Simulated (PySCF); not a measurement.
## What a change does: NMR shielding calculation on SiP2H6

System: SiP2H6, SMILES P[SiH2]P.
Method of run A: GIAO PBE0/pcSseg-1 NMR shielding, non-relativistic, gas phase (PySCF 2.14.0).

The geometry comes from this level: GFN2-xTB, MD frame at 250 fs, 200 K. Text and figures count atoms from 1; the logs count them from 0 in places.

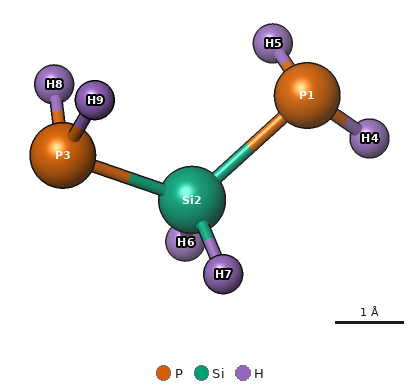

The structure (ball-and-stick view, seen at a tilt; atoms are numbered from 1 in the order of the input). Bond lengths as drawn: H–P 1.36 to 1.44 Å, H–Si 1.46 to 1.47 Å and P–Si 2.22 to 2.32 Å.

## Input file, run A
```
{"job": {"kind": "nmr", "xc": "PBE0", "basis": "pcSseg-1", "pop": false}, "charge": 0, "multiplicity": 1}
P     -1.841000     0.286300    -0.271500
Si     0.086300    -0.955300     0.055000
P      1.955000     0.019500    -0.627400
H     -2.732700    -0.497500     0.481500
H     -1.575400     1.140100     0.754600
H      0.147500    -1.545400     1.389400
H     -0.090800    -2.126200    -0.814100
H      1.812000     1.084900     0.214300
H      1.466100     0.745800    -1.765000
```

The first line tells a small driver script what to run in PySCF; the rest is the geometry in Å.

Launched with:
```bash
OMP_NUM_THREADS=1 python <driver script> task.json out
```

Hardware: 1 CPU thread, shared host.

## Output (run A)
```
coarse grid: 8592 points
cycle   1  E = -975.3440844953  dE = -7.406e-02  |g| = 1.611e-01  |ddm| = 2.587e+00
cycle   2  E = -975.3472052648  dE = -3.121e-03  |g| = 1.292e-01  |ddm| = 4.473e-01
cycle   3  E = -975.3522768099  dE = -5.072e-03  |g| = 2.563e-02  |ddm| = 2.213e-01
cycle   4  E = -975.3524437102  dE = -1.669e-04  |g| = 5.227e-03  |ddm| = 3.997e-02
cycle   5  E = -975.3524540241  dE = -1.031e-05  |g| = 1.987e-03  |ddm| = 1.202e-02
cycle   6  E = -975.3524552573  dE = -1.233e-06  |g| = 2.112e-04  |ddm| = 2.898e-03
final grid: 68016 points
cycle   7  E = -975.3696316071  dE = -1.094e-05  |g| = 2.243e-03  |ddm| = 1.857e-02
cycle   8  E = -975.3696317308  dE = -1.237e-07  |g| = 2.047e-03  |ddm| = 5.716e-03
cycle   9  E = -975.3696327952  dE = -1.064e-06  |g| = 1.710e-04  |ddm| = 3.019e-03
cycle  10  E = -975.3696328057  dE = -1.053e-08  |g| = 6.648e-05  |ddm| = 3.882e-04
cycle  11  E = -975.3696328073  dE = -1.584e-09  |g| = 8.620e-06  |ddm| = 1.035e-04
cycle  12  E = -975.3696328073  dE = -2.160e-11  |g| = 1.886e-06  |ddm| = 1.496e-05
converged SCF energy = -975.3696328073

GIAO shielding tensors (ppm)
atom      isotropic    diamagn.    paramagn.     s11        s22        s33       span
  0 P      592.583     967.383    -374.800    520.524    595.307    661.918    141.394
  1 Si     412.295     880.201    -467.906    361.679    418.313    456.894     95.214
  2 P      606.350     966.963    -360.613    532.659    592.911    693.480    160.821
  3 H       29.789      29.651       0.138     24.450     26.122     38.794     14.344
  4 H       30.938      31.490      -0.552     25.865     28.636     38.313     12.448
  5 H       27.084      29.156      -2.072     22.585     25.660     33.006     10.421
  6 H       27.397      29.180      -1.783     23.278     25.944     32.970      9.692
  7 H       30.785      31.263      -0.478     25.611     28.193     38.550     12.939
  8 H       29.458      29.249       0.210     24.595     26.706     37.075     12.480
```

For run B the input was changed thus:
```diff
-P     -1.841000     0.286300    -0.271500
-Si     0.086300    -0.955300     0.055000
-P      1.955000     0.019500    -0.627400
-H     -2.732700    -0.497500     0.481500
-H     -1.575400     1.140100     0.754600
-H      0.147500    -1.545400     1.389400
-H     -0.090800    -2.126200    -0.814100
-H      1.812000     1.084900     0.214300
-H      1.466100     0.745800    -1.765000
+P     -2.648600     0.566100    -0.122200
+Si    -0.847100    -0.799800     0.071900
+P      0.813800     0.381000    -0.964100
+H     -3.341500     0.209000     0.993800
+H     -1.995100     1.646400     0.415400
+H     -0.540500    -1.314700     1.400300
+H     -1.066000    -1.936200    -0.751100
+H      1.759000    -0.549200    -1.431300
+H      1.491200     0.565200     0.262000
```

What does this change do to the results?

With the same method and basis, run B lies 2.7 kcal/mol higher. The HOMO goes from −7.34 to −7.43 eV. The LUMO goes from −0.18 to −0.30 eV. The dipole moment goes from 1.16 to 1.88 D. Of all shieldings, the largest change is that of P1, by +21.4 ppm. The SCF takes 10 iterations against 12.

## Output (run B)
```
coarse grid: 8592 points
cycle   1  E = -975.3395116202  dE = -6.188e-02  |g| = 1.660e-01  |ddm| = 2.592e+00
cycle   2  E = -975.3415910413  dE = -2.079e-03  |g| = 1.446e-01  |ddm| = 4.903e-01
cycle   3  E = -975.3483408583  dE = -6.750e-03  |g| = 2.629e-02  |ddm| = 2.621e-01
cycle   4  E = -975.3485228727  dE = -1.820e-04  |g| = 4.269e-03  |ddm| = 4.179e-02
cycle   5  E = -975.3485290392  dE = -6.167e-06  |g| = 2.206e-03  |ddm| = 1.066e-02
final grid: 68016 points
cycle   6  E = -975.3653092539  dE = -1.114e-05  |g| = 3.038e-03  |ddm| = 2.021e-02
cycle   7  E = -975.3653096533  dE = -3.994e-07  |g| = 2.836e-03  |ddm| = 8.916e-03
cycle   8  E = -975.3653120098  dE = -2.357e-06  |g| = 1.311e-04  |ddm| = 4.350e-03
cycle   9  E = -975.3653120145  dE = -4.611e-09  |g| = 4.122e-05  |ddm| = 2.559e-04
cycle  10  E = -975.3653120151  dE = -6.091e-10  |g| = 9.285e-06  |ddm| = 7.675e-05
converged SCF energy = -975.3653120151

GIAO shielding tensors (ppm)
atom      isotropic    diamagn.    paramagn.     s11        s22        s33       span
  0 P      614.017     967.110    -353.093    539.109    607.820    695.122    156.013
  1 Si     413.300     880.205    -466.905    365.102    410.811    463.988     98.886
  2 P      605.864     967.402    -361.539    520.544    602.497    694.550    174.007
  3 H       30.721      30.270       0.451     24.956     26.833     40.374     15.418
  4 H       30.906      30.910      -0.005     25.195     29.491     38.031     12.837
  5 H       27.032      29.500      -2.468     22.419     25.314     33.364     10.945
  6 H       27.802      29.834      -2.032     23.813     26.034     33.560      9.747
  7 H       29.790      29.752       0.038     24.320     25.802     39.247     14.927
  8 H       29.617      30.253      -0.635     24.173     27.471     37.208     13.034
```

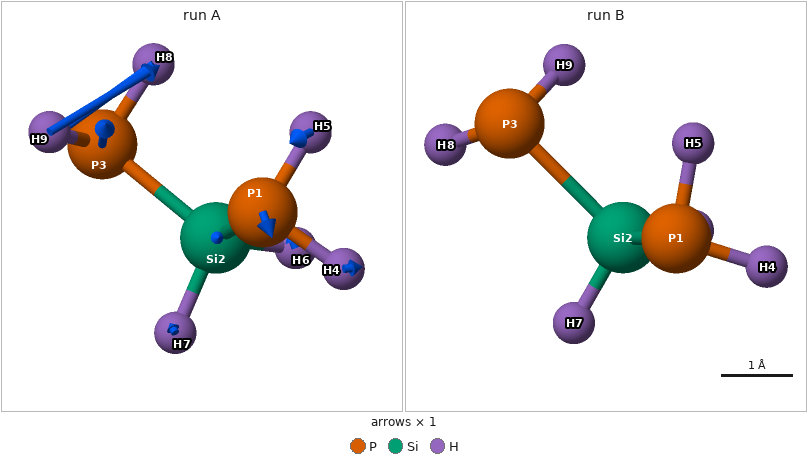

The two input geometries at one scale (ball-and-stick view, seen at a tilt). The blue arrows on the first give the shifts of the atoms after the best rigid fit, at true length. The atom that moves furthest after the best rigid fit is H9 (2.16 Å). Largest moves by element: H 2.16 Å, P 0.96 Å, Si 0.17 Å. Among the contacts that change: Si2–P3 2.215 → 2.286 Å, Si2–H7 1.469 → 1.420 Å, P1–Si2 2.316 → 2.269 Å, P1–H4 1.406 → 1.361 Å.

## The two runs side by side

| quantity | run A | run B |
| --- | --- | --- |
| outcome | converged | converged |
| total energy (hartree) | −975.369633 | −975.365312 |
| HOMO (eV) | −7.34 | −7.43 |
| LUMO (eV) | −0.18 | −0.30 |
| dipole moment (D) | 1.16 | 1.88 |
| shielding of P1 (ppm) | 592.6 | 614.0 |
| shielding of Si2 (ppm) | 412.3 | 413.3 |
| shielding of P3 (ppm) | 606.4 | 605.9 |
| shielding of H4 (ppm) | 29.8 | 30.7 |
| shielding of H7 (ppm) | 27.4 | 27.8 |
| shielding of H8 (ppm) | 30.8 | 29.8 |
| shielding of H9 (ppm) | 29.5 | 29.6 |
| SCF iterations | 12 | 10 |
| basis functions | 102 | 102 |
| wall time (shared host) | 3.8 s | 3.3 s |
